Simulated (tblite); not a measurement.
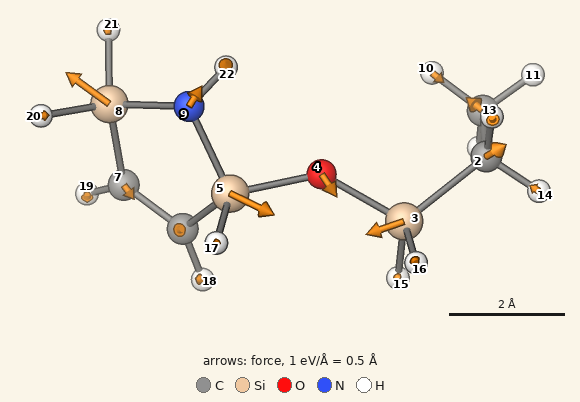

Starting geometry of C$_{4}$H$_{13}$NOSi$_{3}$ with the computed forces as orange arrows. The picture is a ball-and-stick view, seen at a tilt.

The calculation used GFN2-xTB geometry optimisation, gas phase (tblite). 

What follows when this structure is relaxed?

Answer. It isn't relaxed: the largest force vector, on a Si atom, is 1.93 eV/Å. The final displacements have little in common with the starting forces (cosine between the two patterns 0.06). After 242 geometry steps the energy has fallen by 14.0 kcal/mol. The largest moves after the best rigid fit, 1.89 Å, are those of H atoms. Largest moves by element: H 1.89 Å, C 1.34 Å, O 1.24 Å, Si 1.22 Å, N 0.64 Å. Among the contacts that change: O–Si 1.667 → 1.623 Å, C–Si 1.866 → 1.903 Å, C–Si 1.853 → 1.882 Å, N–Si 1.708 → 1.733 Å. Bond angles that change, for instance: Si–N–H 106.1° → 121.3°, Si–O–Si 138.2° → 153.4°, Si–N–H 106.8° → 121.2°. Groups turn about O–Si by about 125°, O–Si by about 125°.
